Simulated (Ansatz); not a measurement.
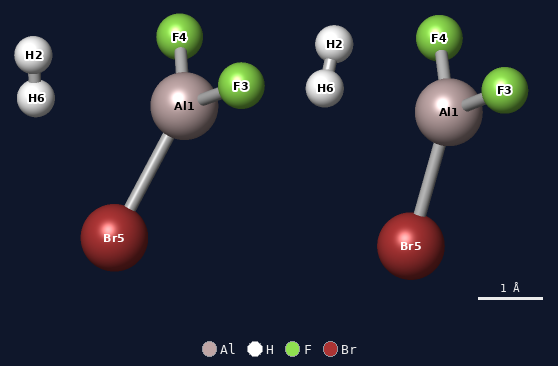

Two geometries of AlH$_{2}$BrF$_{2}$, drawn at one scale. One is the start of a relaxation, the other its converged end. A ball-and-stick model, seen at a tilt.

Method: RHF/def2-SVP in Ansatz 0.2.0. Settings: no spin polarisation; force threshold 0.03 eV/Å; at most 50 steps.

Q: Which one is relaxed?

A: The right one is the relaxed one. The run prepares an end point of a later path (reaction) calculation, from a guessed geometry. H2 moves most after the best rigid fit: 0.48 Å. Largest moves by element: H 0.48 Å, Br 0.34 Å, F 0.33 Å, Al 0.26 Å. Among the contacts that change: Al1–H2 2.756 → 2.240 Å, Al1–H6 2.516 → 2.237 Å, Al1–Br5 2.355 → 2.231 Å, H2–H6 0.713 → 0.749 Å. Over 19 accepted moves (24 points after the start) the energy falls by 6.34 kcal/mol. The largest force component goes from 1.6 to 0.028 eV/Å. The line search rejected the trial steps at points 2, 6, 8, 21, 23 of the run. The forces were under the threshold at step 9, but the run went on from there.

Limits of the set-up: the start holds two separate molecules, 2.5 Å apart at their closest, whose relative position is a soft coordinate and is computed without a dispersion correction; Hartree-Fock leaves out electron correlation.
